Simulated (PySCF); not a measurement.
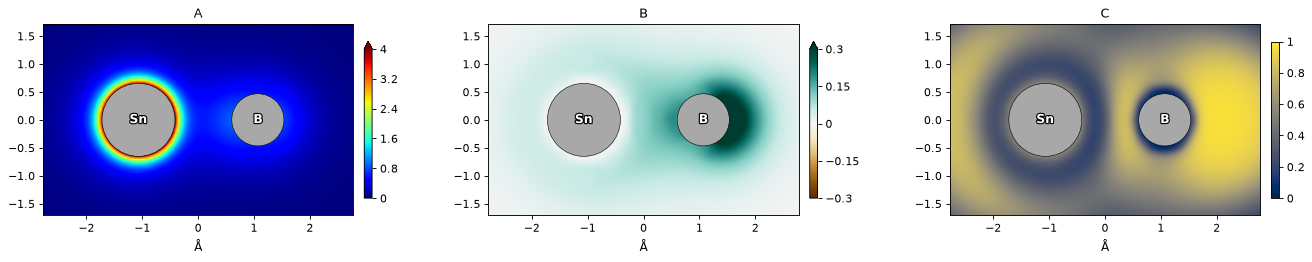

SnB (charge −1, triplet): 3 fields on a plane that holds the molecular axis, with unlabelled colour scales. Grey discs cover the atomic cores.

Core potentials replace the inner electrons of Sn.

Theory: PBE0/aug-cc-pVDZ(-PP), non-relativistic Hamiltonian with scalar-relativistic core potentials where named, at a bond length of 2.137 Å in PySCF 2.14.0.

```yaml
atoms:
  - { symbol: Sn, position_ang: [0.0000, 0.0000, -0.1797] }
  - { symbol: B, position_ang: [0.0000, 0.0000, 1.9573] }
```

**Match the panels to the quantities (electron density, electron localisation function and spin density).**

Panel A: electron density. Panel B: spin density (confined to the atoms that carry the unpaired spin). Panel C: electron localisation function. From the grid: Sn–B (2.14 Å): ρ at the midpoint is about 0.62 e/Å³; the ELF peaks at about 0.80 in the valence shell of B, 0.7 Å from its nucleus, and drops to about 0.20 between the two atoms.
